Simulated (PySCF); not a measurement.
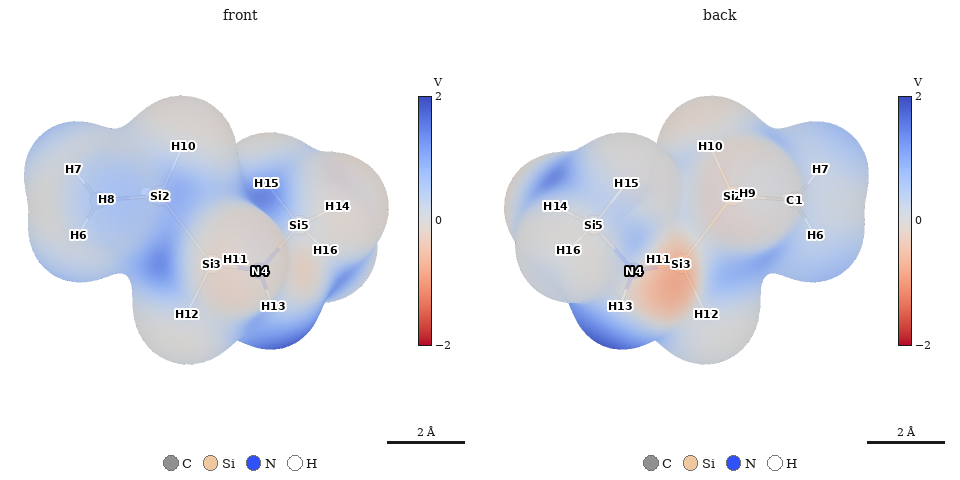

The picture shows: CH11NSi3 (SMILES C[SiH2][SiH2]N[SiH3]). The electrostatic potential painted on the density surface at 0.002 e/bohr³, seen from the front and from behind; red is negative and blue positive.

Geometry: GFN2-xTB.

These are results of CAM-B3LYP/def2-SVPD, SCF density, gas phase in PySCF 2.14.0, not measurements.

```xyz
16

C    -2.9817   -0.2927    0.0291
Si   -1.2535    0.4757    0.2405
Si    0.3369   -1.0647   -0.4026
N     1.8580   -0.2570   -0.6529
Si    2.6794    0.8944    0.3421
H    -3.1643   -0.5795   -1.0028
H    -3.7676    0.3979    0.3196
H    -3.0911   -1.1853    0.6388
H    -1.2487    1.7333   -0.5266
H    -1.1465    0.8850    1.6530
H     0.5220   -2.1652    0.5667
H     0.0927   -1.7270   -1.6959
H     2.4638   -0.7322   -1.3027
H     3.2186    0.2904    1.5679
H     1.6971    1.9203    0.6872
H     3.7774    1.4155   -0.4728
```

Describe the electrostatic potential map.

The most negative region (about −0.7 V, or −16 kcal/mol for a unit charge) lies over N4, the most positive (about +1.7 V, or +39 kcal/mol for a unit charge) over H13.
